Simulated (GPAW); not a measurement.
# Near-edge structure at the O K edge of HfO2 (P2_1/c), part 2 of 4

How does the O K edge of HfO2 (P2_1/c) move when the bonds are compressed or stretched?

GPAW 26.7.0; X-ray absorption from dipole matrix elements to empty bands, plane-wave PAW revPBE.

So far. Step 2 (The field without a hole): The mesh shows a gap of 4.23 eV, so the hole is first treated in a charged cell, without the excited electron.

### Step 4. Spectrum with FCH, O atom 5

The holes are 5.1 Å apart. In GPAW the data set carries the hole's charge, so charge=0 means a charged cell and charge=-1 a neutral one. The excited electron is left out and a uniform background balances the charge. After the field has converged, empty bands are computed with the density fixed and the dipole matrix elements are summed.

The absorber has 1 Hf at 2.03 Å, 1 Hf at 2.07 Å and 1 Hf at 2.12 Å (distorted trigonal planar, site symmetry 1).

The input, xas.py:

```python
import numpy as np
from ase import Atoms
from ase.parallel import parprint, paropen
from gpaw import GPAW, PW, FermiDirac, Mixer, MixerDif, setup_paths
from gpaw.test import gen
setup_paths.insert(0, '.')
gen('O', name='fch1s', xcname='revPBE', corehole=(1, 0, 1), write_xml=True)
from gpaw.mpi import world
world.barrier()

atoms = Atoms('Hf4O8',
    cell=[[5.118, 0, 0],
     [0, 5.1857, 0],
     [-0.85866306, 0, 5.21386714]],
    scaled_positions=[[0.2755, 0.4603, 0.708],
     [0.7245, 0.9603, 0.792],
     [0.7245, 0.5397, 0.292],
     [0.2755, 0.0397, 0.208],
     [0.0742, 0.1684, 0.8467],
     [0.9258, 0.6684, 0.6533],
     [0.9258, 0.8316, 0.1533],
     [0.0742, 0.3316, 0.3467],
     [0.4487, 0.7419, 0.9801],
     [0.5513, 0.2419, 0.5199],
     [0.5513, 0.2581, 0.0199],
     [0.4487, 0.7581, 0.4801]],
    pbc=True)
atoms.calc = calc = GPAW(legacy_gpaw=True, mode=PW(500, force_complex_dtype=True), xc='revPBE', setups={4: 'fch1s'},
    kpts={'size': (4, 4, 4), 'gamma': True}, occupations=FermiDirac(0.02),
    charge=0, mixer=Mixer(0.1, 5, 50), maxiter=150,
    convergence={'density': 0.0001, 'eigenstates': 1e-6}, txt='scf.txt')
energy = atoms.get_potential_energy() + calc.get_reference_energy()
ef = calc.get_fermi_level()
out = dict(energy=energy, fermi=ef, forces=atoms.get_forces().tolist())
parprint(f'all-electron energy {energy:.4f} eV, Fermi level {ef:.4f} eV')
ev = np.array([[calc.get_eigenvalues(k, s) for k in range(len(calc.get_ibz_k_points()))] for s in range(calc.get_number_of_spins())])
out['homo'], out['lumo'], out['counts'] = ev[ev < ef].max(), ev[ev > ef].min(), sorted(set((ev < ef).sum((0, 2)).tolist()))
out['filled'] = (ev[:, 0] < ef).sum(1).tolist()

from ase.units import Ha
from gpaw.xas import dipole_matrix_elements
nb = int(calc.get_number_of_electrons() / 2) + 105
top, nb = nb, nb + 8 + nb // 12
nscf = calc.fixed_density(kpts={'size': (5, 5, 5), 'gamma': True}, nbands=nb,
    convergence={'bands': top, 'eigenstates': 5e-3}, maxiter=60, txt='nscf.txt')
cell = atoms.cell.array
ops = [cell.T @ U.T @ np.linalg.inv(cell.T) for U in nscf.wfs.kd.symmetry.op_scc]
filled = [48]  # bands filled in the ground state, by spin
E = np.arange(-6, 34, 0.1)
fwhm = np.interp(E, [4, 25], [0.9, 3.5])
Y, X, zero, highest = 0, 0, 1e9, 1e9
for spin in range(nscf.get_number_of_spins()):
    wfs = nscf.wfs
    mine = wfs.bd.get_slice()  # this rank's bands
    A = dipole_matrix_elements(wfs.setups[4])
    eps = np.zeros((wfs.kd.nibzkpts, nb))
    d = np.zeros((3, A.shape[1], wfs.kd.nibzkpts, nb), complex)
    for kpt in wfs.kpt_u:
        if kpt.s == spin and 4 in kpt.P_ani:
            eps[kpt.k, mine] = kpt.eps_n * Ha
            d[:, :, kpt.k, mine] = (kpt.weight * wfs.nspins / 2) ** 0.5 * np.inner(A, kpt.P_ani[4])
    world.sum(eps)
    world.sum(d)
    T = np.einsum('amkn,bmkn->abkn', d, d.conj()).real
    T = sum(np.einsum('ai,ijkn,bj->abkn', R, T, R) for R in ops) / len(ops)
    empty = np.ones_like(eps, bool) & (np.arange(nb) >= filled[spin])
    zero, highest = min(zero, eps[empty].min()), min(highest, eps[:, top - 1].min())
    lines = [(eps, T, empty)] if spin == 0 else lines + [(eps, T, empty)]
for eps, T, empty in lines:
    f = np.einsum('aakn->akn', T).reshape(3, -1)
    x = eps.ravel() - zero
    w = np.interp(x, E, fwhm) / 2.35482
    g = np.exp(-0.5 * ((E[:, None] - x) / w) ** 2) / (w * (2 * np.pi) ** 0.5)
    Y = Y + (f * empty.ravel()) @ g.T
    X = X + (f * ~empty.ravel()) @ g.T
out.update(E=E.round(2).tolist(), xas=Y.tolist(), xes=X.tolist(), zero=zero, valid=highest - zero, nk=len(eps), nb=nb)
for i in range(0, len(E), 10):
    parprint(f'{E[i]:7.2f}', *(f'{v:10.3e}' for v in Y[:, i]))
import json
with paropen('out.json', 'w') as f:
    json.dump(out, f)
```

On the command line:

```console
OMP_NUM_THREADS=1 mpirun -n 4 gpaw python xas.py
```

Numbers of over 12 decimals in the logs are rounded to 6 here.

Output:

```text
Input parameters:
  convergence: {density: 0.0001,
                eigenstates: 1e-06}
  kpts: {gamma: True,
         size: (4, 4, 4)}
  maxiter: 150
  mixer: {backend: pulay,
          beta: 0.1,
          method: separate,
          nmaxold: 5,
          weight: 50}
  mode: {ecut: 500.0,
         force_complex_dtype: True,
         name: pw}
  occupations: {fixmagmom: False,
                name: fermi-dirac,
                width: 0.02}
  setups: {4: fch1s}
  xc: revPBE

Initialize ...

[... PAW data sets ...]

Reference energy: -1655365.638534  # eV

Spin-paired calculation

[... convergence settings ...]
Symmetries present (total): 1
  [... symmetry matrices ...]

64 k-points: 4 x 4 x 4 Monkhorst-Pack grid + [1/8,1/8,1/8]
36 k-points in the irreducible part of the Brillouin zone
       k-points in crystal coordinates                weights
   0:     0.00000000    0.00000000    0.00000000          1/64
   1:     0.00000000    0.00000000    0.25000000          2/64
   2:     0.00000000    0.00000000    0.50000000          1/64
   3:     0.00000000    0.25000000   -0.25000000          2/64
   4:     0.00000000    0.25000000    0.00000000          2/64
   5:     0.00000000    0.25000000    0.25000000          2/64
   6:     0.00000000    0.25000000    0.50000000          2/64
   7:     0.00000000    0.50000000    0.00000000          1/64
   8:     0.00000000    0.50000000    0.25000000          2/64
   9:     0.00000000    0.50000000    0.50000000          1/64
          ...
  35:     0.50000000    0.50000000    0.50000000          1/64

Wave functions: Plane wave expansion
  Cutoff energy: 500.000 eV
  Number of coefficients (min, max): 3490, 3541
  Pulay-stress correction: 0.000000 eV/Ang^3 (de/decut=0.000000)
  Using FFTW library
  Wavefunction extrapolation:
    Improved wavefunction reuse through dual PAW basis

Occupation numbers: Fermi-Dirac:
  width: 0.0200  # eV

Eigensolver
   Davidson(niter=2)

Densities:
  Coarse grid: 27*27*28 grid
  Fine grid: 54*54*56 grid
  Total Charge: 1.000000

Density mixing:
  Method: separate
  Backend: pulay
  Linear mixing parameter: 0.1
  old densities: 5
  Width of damping distribution: 1.1
  Damping of long wavelength oscillations: 50

[... Hamiltonian set-up ...]
Number of atoms: 12
Number of atomic orbitals: 84
Number of bands in calculation: 62
Number of valence electrons: 96
Bands to converge: occupied

... initialized

Initializing position-dependent things.

Density initialized from atomic densities
Creating initial wave functions:
  62 bands from LCAO basis set

              O
                  Hf

       O   Hf  O    O

         O    O   Hf  O

           Hf
               O

Atomic positions and initial magnetic moments

Positions:
   0 Hf     0.802076    2.386978    3.691418    ( 0.0000,  0.0000,  0.0000)
   1 Hf     3.027930    4.979828    4.129383    ( 0.0000,  0.0000,  0.0000)
   2 Hf     3.457261    2.798722    1.522449    ( 0.0000,  0.0000,  0.0000)
   3 Hf     1.231407    0.205872    1.084484    ( 0.0000,  0.0000,  0.0000)
   4 O     -0.347274    0.873272    4.414581    ( 0.0000,  0.0000,  0.0000)
   5 O      4.177280    3.466122    3.406219    ( 0.0000,  0.0000,  0.0000)
   6 O      4.606611    4.312428    0.799286    ( 0.0000,  0.0000,  0.0000)
   7 O      0.082057    1.719578    1.807648    ( 0.0000,  0.0000,  0.0000)
   8 O      1.454871    3.847271    5.110111    ( 0.0000,  0.0000,  0.0000)
   9 O      2.375134    1.254421    2.710690    ( 0.0000,  0.0000,  0.0000)
  10 O      2.804466    1.338429    0.103756    ( 0.0000,  0.0000,  0.0000)
  11 O      1.884202    3.931279    2.503178    ( 0.0000,  0.0000,  0.0000)

Unit cell:
           periodic     x           y           z      points  spacing
  1. axis:    yes    5.118000    0.000000    0.000000    27     0.1870
  2. axis:    yes    0.000000    5.185700    0.000000    27     0.1921
  3. axis:    yes   -0.858663    0.000000    5.213867    28     0.1862

  Lengths:   5.118000   5.185700   5.284100
  Angles:   90.000000  99.352000  90.000000

Effective grid spacing dv^(1/3) = 0.1893

iter:   1  -151.235704
iter:   2  -142.061109   -0.64  -0.88
iter:   3  -131.295217   +0.22  -0.97
iter:   4  -131.749208   -1.09  -1.34
iter:   5  -131.677658   -1.00  -1.40
iter:   6  -131.768317   -1.02  -1.85
iter:   7  -131.533554   -1.53  -1.98
iter:   8  -131.558887   -2.20  -2.24
iter:   9  -131.531462c  -2.35  -2.27
iter:  10  -131.512499c  -2.62  -2.62
iter:  11  -131.511627c  -3.69  -3.01
iter:  12  -131.511515c  -4.73  -3.20
iter:  13  -131.511446c  -4.88  -3.31
iter:  14  -131.511458c  -5.46  -3.43
iter:  15  -131.511506c  -5.89  -3.55
iter:  16  -131.511508c  -6.77c -3.71
iter:  17  -131.511513c  -5.93  -3.78
iter:  18  -131.511520c  -6.50c -4.05c

Converged after 18 iterations.

Dipole moment: (-0.175599, -0.360913, 0.342567) |e|*Ang

Energy contributions relative to reference atoms: (reference = -1655365.638534)

Kinetic:        +78.505289
Potential:     -115.009697
External:        +0.000000
XC:             -94.790785
Entropy (-ST):   -0.000000
Local:           -0.216326
SIC:             +0.000000
--------------------------
Free energy:   -131.511520
Extrapolated:  -131.511520

Showing only first 2 kpts
 Kpt  Band  Eigenvalues  Occupancy
  0    46      6.93705    2.00000
  0    47      7.06509    2.00000
  0    48     11.78570    0.00000
  0    49     12.23623    0.00000

  1    46      6.76060    2.00000
  1    47      6.93614    2.00000
  1    48     11.81245    0.00000
[...]
Fermi level: 8.12799

Gap: 4.294 eV
Transition (v -> c):
  (s=0, k=26, n=47, [0.50, 0.00, 0.00]) -> (s=0, k=26, n=48, [0.50, 0.00, 0.00])
No difference between direct/indirect transitions

Forces in eV/Ang:
  0 Hf    2.26171    2.73107   -1.28581
  1 Hf   -2.85745   -1.83915   -0.49920
  2 Hf   -0.59516    0.18840   -0.06004
  3 Hf    1.48490   -1.44624    2.61822
  4 O    -0.55048   -0.22300   -0.35425
  5 O     0.70095   -0.21390    0.57242
  6 O     0.88328    0.90038   -0.41448
  7 O    -0.27589   -0.14708   -0.12899
  8 O    -0.25742    0.36901   -0.50248
  9 O     0.15776   -0.09155    0.31681
 10 O    -0.48237   -0.31595   -0.54498
 11 O    -0.46202    0.11104    0.28296
Scalar-relativistic atomic revPBE calculation for O (Oxygen, Z=8)
Core hole in 1s state (1s occupation: 1.0)
300 radial gridpoints.
|------------------------------------------------|
|------------------------------------------------|
[... the atom generator's iteration count ...]

Energy contributions:
-------------------------
Kinetic:      +54.530280
XC:            -6.272594
Potential:   -102.916977
-------------------------
Total:        -54.659291

state      eigenvalue         ekin         rmax
-----------------------------------------------
1s^1.0 :   -21.906249    31.054629        0.126
2s^2.0 :    -1.610682     4.119458        0.796
2p^4.0 :    -1.060364     3.809184        0.687
-----------------------------------------------
(units: Bohr and Hartree)

Generating PAW setup
Kinetic energy of the core from tauc = 31.080249
Cutoffs:
rc(s)=1.300
rc(p)=1.130
rc(d)=1.170
rc(vbar)=1.300
rc(comp)=1.260
rc(nct)=1.300

Kinetic energy of the core states: 31.054629
Charge: 1.0
Core electrons: 1.0
Valence electrons: 6.0
Pseudo-core charge: 0.000186
Shape function alpha=6.299
Pseudo-electron charge 5.291977
state    eigenvalue         norm
--------------------------------
2s(2) :    -1.610682     1.066260
*s    :    -0.610682
2p(4) :    -1.060364     0.789818
*p    :    -0.060364
*d    :     0.000000
--------------------------------

Diagonalizing with gridspacing h=0.050

state   all-electron     PAW
-------------------------------
2s:      -1.610682    -1.612130
2p:      -1.060364    -1.066633
*d:                   -0.064109
*f:                   -0.013753
-------------------------------
all-electron energy -1655497.1501 eV, Fermi level 8.1280 eV
[...]
31.00  5.550e-05  5.889e-05  5.779e-05
  32.00  5.496e-05  5.676e-05  5.996e-05
  33.00  5.317e-05  5.473e-05  6.222e-05
```

It took 2.3 min on 4 MPI ranks of Intel Xeon Platinum 8375C at 2.90GHz (Ice Lake), shared host; peak memory 0.58 GiB; 9 min of CPU time.

The O K spectrum, O atom 5, full core hole (charged cell) (energy from the lowest empty level; intensity scaled to a mean of 1 over the first 20 eV; polarised curves are means over the symmetry-equivalent atoms):

| E (eV) | isotropic | ε ∥ x | ε ∥ y | ε ∥ z |
| --- | --- | --- | --- | --- |
| -2.0 | 0.00 | 0.00 | 0.00 | 0.00 |
| -0.5 | 0.04 | 0.04 | 0.05 | 0.04 |
| 1.0 | 1.20 | 1.03 | 1.52 | 1.05 |
| 2.5 | 0.96 | 0.63 | 0.91 | 1.35 |
| 4.0 | 1.57 | 1.66 | 1.13 | 1.94 |
| 5.5 | 1.89 | 2.29 | 1.85 | 1.52 |
| 7.0 | 0.77 | 0.92 | 0.78 | 0.60 |
| 8.5 | 0.97 | 1.21 | 1.05 | 0.67 |
| 10.0 | 1.02 | 0.92 | 1.15 | 0.99 |
| 11.5 | 1.02 | 0.87 | 1.02 | 1.17 |
| 13.0 | 0.75 | 0.84 | 0.67 | 0.74 |
| 14.5 | 0.76 | 0.72 | 0.73 | 0.83 |
| 16.0 | 0.74 | 0.65 | 0.82 | 0.76 |
| 17.5 | 0.71 | 0.68 | 0.68 | 0.77 |
| 19.0 | 0.65 | 0.62 | 0.61 | 0.72 |
| 20.5 | 0.59 | 0.63 | 0.60 | 0.55 |
| 22.0 | 0.59 | 0.68 | 0.57 | 0.52 |
| 23.5 | 0.60 | 0.68 | 0.57 | 0.56 |
| 25.0 | 0.64 | 0.68 | 0.63 | 0.60 |
| 26.5 | 0.70 | 0.72 | 0.71 | 0.66 |
| 28.0 | 0.78 | 0.77 | 0.81 | 0.76 |
| 29.5 | 0.87 | 0.84 | 0.92 | 0.86 |
| 31.0 | 0.92 | 0.89 | 0.95 | 0.93 |

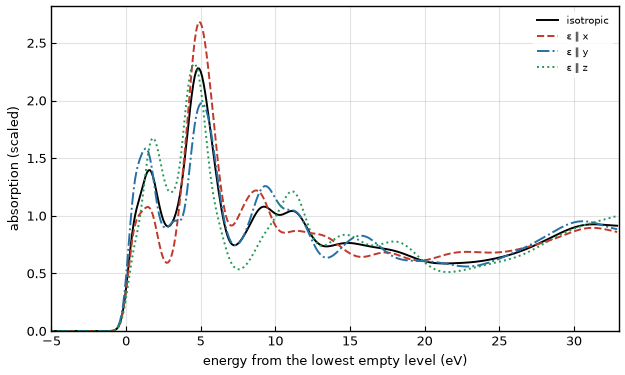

The O K edge, O atom 5, full core hole (charged cell): main maxima at 1.6, 4.8 and 9.2 eV.

Main maxima below 24 eV (height): 1.6 eV (1.40), 4.8 eV (2.28) and 9.2 eV (1.08). A K edge sees empty p states; the first features are O p mixed into the empty d states of the Hf neighbours, and the broad ones above probably into the cations' higher empty bands.

The hole costs E(hole) − E(ground) = 528.98 eV, and the lowest empty level of the hole cell on the spectrum's mesh lies at 11.41 eV, which puts the zero at 540.39 eV. One term is added: -8.91 eV, since the hole is spin-paired here and a spin-polarised one costs that much less in the free atom (computed apart). The photon energy is then 531.48 eV. The functional and the charged cell's background leave an error of a few eV in such absolute values.

### Step 5. Cell without a hole, the energy reference

The cell changes for the next run, so it gets a reference energy of its own.

The cell differs from the one that the last finished run ended in (a 5.118 → 5.014 Å, b 5.186 → 5.080 Å, c 5.284 → 5.176 Å).

The input, scf.py:

```python
import numpy as np
from ase import Atoms
from ase.parallel import parprint, paropen
from gpaw import GPAW, PW, FermiDirac, Mixer, MixerDif, setup_paths
from gpaw.test import gen
setup_paths.insert(0, '.')
gen('O', name='nch1s', xcname='revPBE', corehole=(1, 0, 0), write_xml=True)
from gpaw.mpi import world
world.barrier()

atoms = Atoms('Hf4O8',
    cell=[[5.0135217, 0, 0],
     [0, 5.07983968, 0],
     [-0.84113441, 0, 5.10743182]],
    scaled_positions=[[0.2755, 0.4603, 0.708],
     [0.7245, 0.9603, 0.792],
     [0.7245, 0.5397, 0.292],
     [0.2755, 0.0397, 0.208],
     [0.0742, 0.1684, 0.8467],
     [0.9258, 0.6684, 0.6533],
     [0.9258, 0.8316, 0.1533],
     [0.0742, 0.3316, 0.3467],
     [0.4487, 0.7419, 0.9801],
     [0.5513, 0.2419, 0.5199],
     [0.5513, 0.2581, 0.0199],
     [0.4487, 0.7581, 0.4801]],
    pbc=True)
atoms.calc = calc = GPAW(legacy_gpaw=True, mode=PW(500, force_complex_dtype=True), xc='revPBE', setups={4: 'nch1s'},
    kpts={'size': (4, 4, 4), 'gamma': True}, occupations=FermiDirac(0.02),
    charge=0, mixer=Mixer(0.1, 5, 50), maxiter=150,
    convergence={'density': 0.0001, 'eigenstates': 1e-6}, txt='scf.txt')
energy = atoms.get_potential_energy() + calc.get_reference_energy()
ef = calc.get_fermi_level()
out = dict(energy=energy, fermi=ef, forces=atoms.get_forces().tolist())
parprint(f'all-electron energy {energy:.4f} eV, Fermi level {ef:.4f} eV')
ev = np.array([[calc.get_eigenvalues(k, s) for k in range(len(calc.get_ibz_k_points()))] for s in range(calc.get_number_of_spins())])
out['homo'], out['lumo'], out['counts'] = ev[ev < ef].max(), ev[ev > ef].min(), sorted(set((ev < ef).sum((0, 2)).tolist()))
out['filled'] = (ev[:, 0] < ef).sum(1).tolist()
import json
with paropen('out.json', 'w') as f:
    json.dump(out, f)
```

On the command line:

```console
OMP_NUM_THREADS=1 mpirun -n 4 gpaw python scf.py
```

Output:

```text
Input parameters:
  convergence: {density: 0.0001,
                eigenstates: 1e-06}
  kpts: {gamma: True,
         size: (4, 4, 4)}
  maxiter: 150
  mixer: {backend: pulay,
          beta: 0.1,
          method: separate,
          nmaxold: 5,
          weight: 50}
  mode: {ecut: 500.0,
         force_complex_dtype: True,
         name: pw}
  occupations: {fixmagmom: False,
                name: fermi-dirac,
[...]
2s(2) :    -0.881898     1.082464
*s    :     0.118102
2p(4) :    -0.329595     0.879738
*p    :     0.670405
*d    :     0.000000
--------------------------------

Diagonalizing with gridspacing h=0.050

state   all-electron     PAW
-------------------------------
2s:      -0.881898    -0.883008
2p:      -0.329595    -0.333354
*d:                    0.048653
*f:                    0.076486
-------------------------------
all-electron energy -1656025.0934 eV, Fermi level 8.4997 eV
[key lines of the parts left out:]
Converged after 22 iterations.
Dipole moment: (-0.000000, -0.000000, 0.000000) |e|*Ang
Free energy:   -104.353020
Fermi level: 8.49970
```

Run time: 55 s. Hardware: 4 MPI ranks; peak memory 0.28 GiB; 3.6 min of CPU time.

Reference energy: -1656025.093 eV with the cores included.

### Step 6. Spectrum with FCH, O atom 5

Shorter bonds are expected to push antibonding states and scattering resonances up, and longer ones down; the cell is scaled to test that.

Changed against the first core-hole run: volume scale from 1 to 0.94.

Edit xas.py of step 4 so:

```diff
@@ -11,5 +11,5 @@
 atoms = Atoms('Hf4O8',
-    cell=[[5.118, 0, 0],
-     [0, 5.1857, 0],
-     [-0.85866306, 0, 5.21386714]],
+    cell=[[5.0135217, 0, 0],
+     [0, 5.07983968, 0],
+     [-0.84113441, 0, 5.10743182]],
     scaled_positions=[[0.2755, 0.4603, 0.708],
@@ -41,3 +41,3 @@
 from gpaw.xas import dipole_matrix_elements
-nb = int(calc.get_number_of_electrons() / 2) + 105
+nb = int(calc.get_number_of_electrons() / 2) + 100
 top, nb = nb, nb + 8 + nb // 12
```

On the command line:

```console
OMP_NUM_THREADS=1 mpirun -n 4 gpaw python xas.py
```

Output:

```text
Input parameters:
  convergence: {density: 0.0001,
                eigenstates: 1e-06}
  kpts: {gamma: True,
         size: (4, 4, 4)}
  maxiter: 150
  mixer: {backend: pulay,
          beta: 0.1,
          method: separate,
          nmaxold: 5,
          weight: 50}
  mode: {ecut: 500.0,
         force_complex_dtype: True,
         name: pw}
  occupations: {fixmagmom: False,
                name: fermi-dirac,
[...]
*p    :    -0.060364
*d    :     0.000000
--------------------------------

Diagonalizing with gridspacing h=0.050

state   all-electron     PAW
-------------------------------
2s:      -1.610682    -1.612130
2p:      -1.060364    -1.066633
*d:                   -0.064109
*f:                   -0.013753
-------------------------------
all-electron energy -1655496.8506 eV, Fermi level 8.9350 eV
[...]
32.00  5.451e-05  5.865e-05  5.530e-05
  33.00  5.538e-05  5.756e-05  5.747e-05
[key lines of the parts left out:]
Converged after 19 iterations.
Dipole moment: (-0.192757, -0.344885, 0.338458) |e|*Ang
Free energy:   -131.212041
Fermi level: 8.93503
```

It took 2.3 min on 4 MPI ranks; peak memory 0.55 GiB; 9.1 min of CPU time.

| E (eV) | first run | this run |
| --- | --- | --- |
| -2.0 | 0.00 | 0.00 |
| -1.0 | 0.00 | 0.00 |
| 0.0 | 0.37 | 0.33 |
| 1.0 | 1.20 | 1.10 |
| 2.0 | 1.23 | 1.32 |
| 3.0 | 0.92 | 0.88 |
| 4.0 | 1.57 | 1.11 |
| 5.0 | 2.25 | 2.07 |
| 6.0 | 1.40 | 1.93 |
| 7.0 | 0.77 | 1.10 |
| 8.0 | 0.85 | 0.76 |
| 9.0 | 1.07 | 0.89 |
| 10.0 | 1.02 | 1.03 |
| 11.0 | 1.04 | 1.02 |
| 12.0 | 0.92 | 1.01 |
| 13.0 | 0.75 | 0.82 |
| 14.0 | 0.75 | 0.72 |
| 15.0 | 0.76 | 0.73 |
| 16.0 | 0.74 | 0.73 |
| 17.0 | 0.72 | 0.73 |
| 18.0 | 0.70 | 0.72 |
| 19.0 | 0.65 | 0.69 |
| 20.0 | 0.61 | 0.64 |
| 21.0 | 0.59 | 0.60 |
| 22.0 | 0.59 | 0.58 |
| 23.0 | 0.60 | 0.58 |
| 24.0 | 0.61 | 0.58 |
| 25.0 | 0.64 | 0.60 |
| 26.0 | 0.67 | 0.63 |
| 27.0 | 0.72 | 0.66 |
| 28.0 | 0.78 | 0.70 |
| 29.0 | 0.84 | 0.75 |
| 30.0 | 0.90 | 0.81 |
| 31.0 | 0.92 | 0.86 |
| 32.0 | 0.92 | 0.90 |

The scaled spectrum changes by 18 % r.m.s. A shift of +0.4 eV leaves 9 %. The highest intensity below 16 eV goes from 4.8 eV (2.28) to 5.4 eV (2.22).

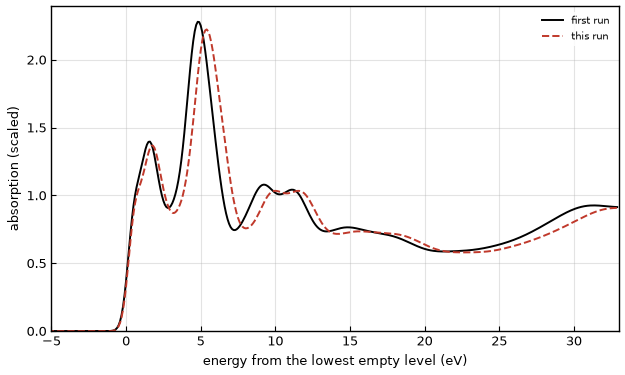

The effect of the change (volume scale from 1 to 0.94).

The photon energy of the zero moves by +0.17 eV.

(Continued in part 3 of 4.)

[Banner, clock and machine lines of the logs are left out without a mark of their own.]

[Logs are printed without paths, hosts, clocks, repeated set-up lines and the standing remarks that a program may print on its own settings, such as how far it seeks lower states.]

[Hosts, paths, dates, database ids (printed as entryN), source tags and the programs' standing remarks are cut or masked in the printed files.]

[Lists of maxima count a maximum above −3 eV only where it reaches 4 % of the highest in the window and stands out from its surroundings by 2 % of it (1.5 % where it reaches 55 %); shoulders and weaker maxima are passed over, and of the rest the first, up to two pre-edge ones and the few strongest are named.]
